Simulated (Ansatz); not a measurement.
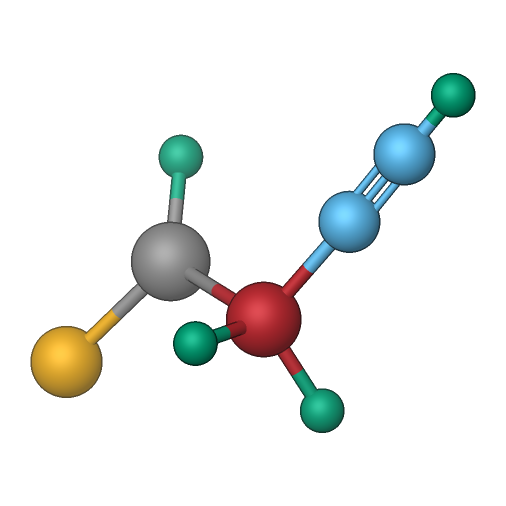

Ball-and-stick drawing of a structure. Double and triple bonds are drawn as two and three sticks. Colours: carbon blue, silicon red, aluminium grey, chlorine orange, hydrogen teal.

Describe the molecule.

The molecule is C₂H₄AlClSi. As SMILES it reads `C#C[SiH2][AlH][Cl]`. Among its groups: alkyne, Si–H bond. The point group is Cs. Coordination: 2 C linear; 1 Si tetrahedral; 1 Al trigonal planar.

The parts below concern this one geometry. Atoms keep their numbers from picture to picture. Computed geometry: PBE0-D4/def2-TZVP optimisation.

### Levels of theory compared

Program: Ansatz 0.2.0.

Compare dipole (D) at these levels: B3LYP-D4/def2-TZVPP; PBE-D4/def2-TZVPP; PBE0-D4/def2-TZVP; r2SCAN-D4/def2-TZVPP; ωB97M-V/def2-TZVPP.

```
               level  dipole (D)
 B3LYP-D4/def2-TZVPP        1.54
   PBE-D4/def2-TZVPP        1.42
   PBE0-D4/def2-TZVP        1.58
r2SCAN-D4/def2-TZVPP        1.51
  ωB97M-V/def2-TZVPP        1.57
```

### Vibrations

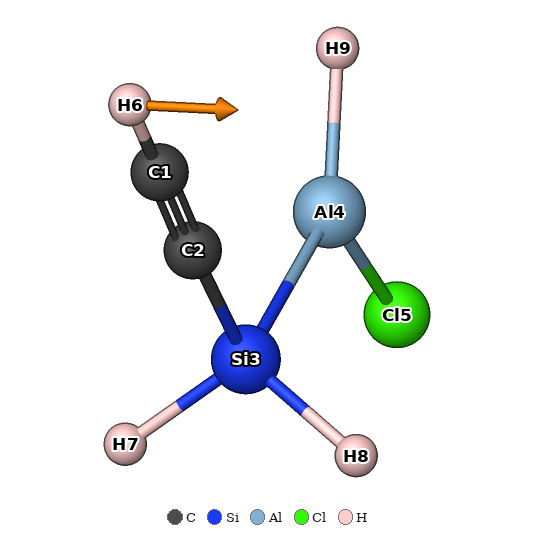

The arrows show one normal mode. Harmonic vibrations computed with RKS PBE0-D4/def2-TZVP (Ansatz 0.2.0) at a stationary point of the same level.

Question: Estimate its harmonic wavenumber.

Answer: 734 cm⁻¹; it is mode 14 of 21 counted from the lowest.

### Charges

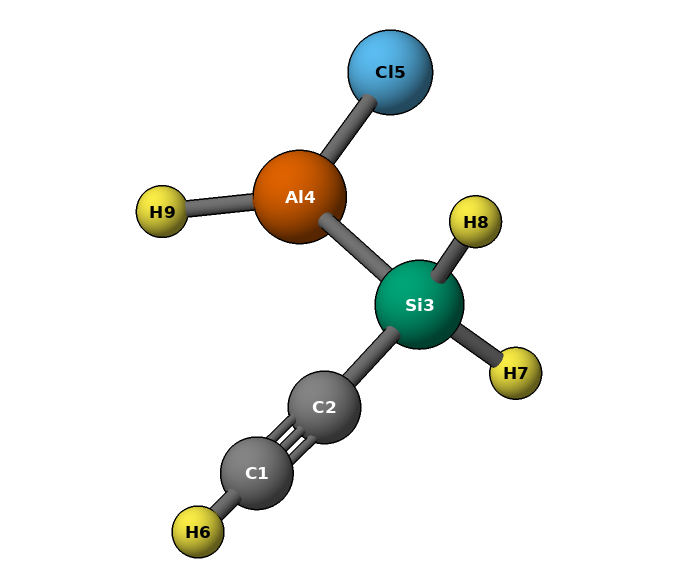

The questions are on Mulliken charges. Level of theory: RKS B3LYP-D4/def2-TZVPP (Ansatz 0.2.0).

Question: Which atom carries the highest charge (most positive or least negative)?

Answer: Al4 (0.50 e).

Question: And the lowest?

Answer: C2 (−0.42 e).

Give the Mulliken charges atom by atom.

```
atom  value (e)
  C1       0.02
  C2      −0.42
 Si3       0.13
 Al4       0.50
 Cl5      −0.26
  H6       0.25
  H7      −0.05
  H8      −0.05
  H9      −0.12
```

Mulliken values depend strongly on the basis set and can even reverse the polarity of a bond.
